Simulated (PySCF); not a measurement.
# C₂H₅F₂OSi₂ (doublet): what the fields show

The calculation's input:

```
{"job": {"kind": "epr", "basis": "pcH-1"}, "charge": 0, "multiplicity": 2}
F      0.719923     1.966171     1.345417
C      0.508214     1.113836     0.273710
C     -0.910635     0.917131    -0.024336
Si    -1.288268    -0.754212    -0.709291
F     -1.388526    -0.804055    -2.312574
O      0.153642    -1.481143    -0.348228
Si     1.297437    -0.675529     0.468316
H      1.033990     1.585562    -0.570013
H     -1.611824     1.581443     0.452288
H     -2.341049    -1.601394    -0.199128
H      2.543307    -0.782647    -0.271192
H      1.284987    -1.065850     1.869003
```

Command:

```sh
OMP_NUM_THREADS=1 python probes_run.py task.json out
```

Geometry: GFN2-xTB.

These are results of UKS B3LYP, pcH-1 on C F H O Si, non-relativistic, mean-field spin-orbit, GIAO (PySCF), not measurements.

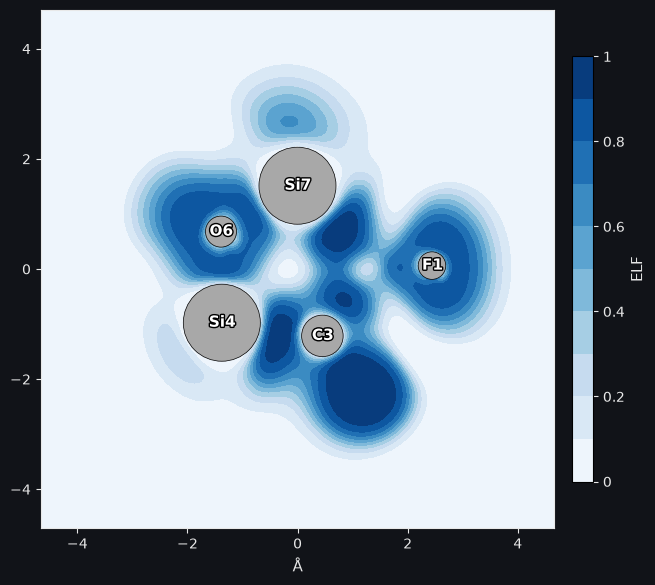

Figure 1. ELF on the plane of atoms Si4, O6 and Si7. Grey discs cover the atomic cores.

> What do the fields say about this system?

The plane passes through F, C, Si and O nuclei. Si–O (1.62 Å): the ELF peaks at about 0.85 between the atoms, as expected for a polar covalent bond. C–Si (1.85 Å): the ELF peaks at about 0.95 between the atoms; a covalent bond. The ELF also peaks beside F1 and O6, away from the bonds: non-bonding electrons, paired or unpaired.

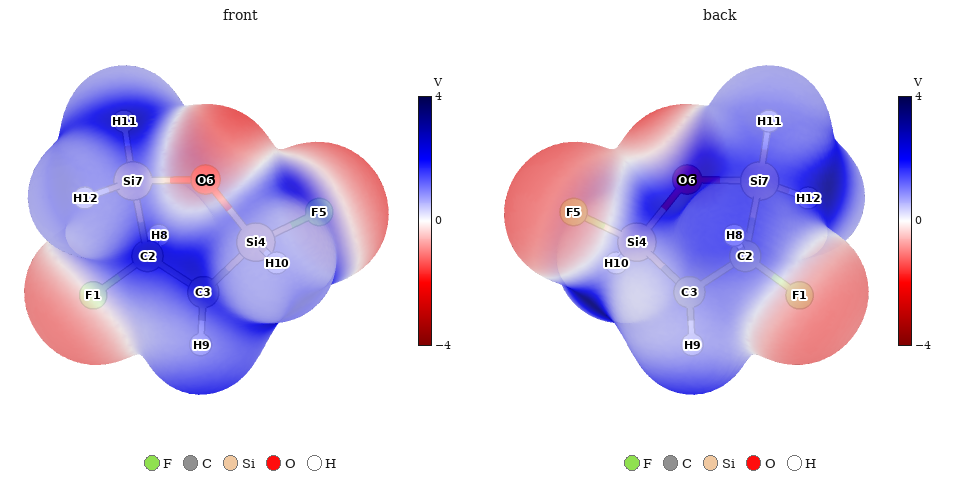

Figure 2. The electrostatic potential painted on the density surface at 0.004 e/bohr³, seen from the front and from behind; the colour scale runs from red (negative) to blue (positive).

> Where is the surface potential most negative and most positive?

The most negative region (about −1.3 V) lies over O6, the most positive (about +3.1 V) over Si4 and Si7. O6 is the likeliest acceptor of a hydrogen bond.
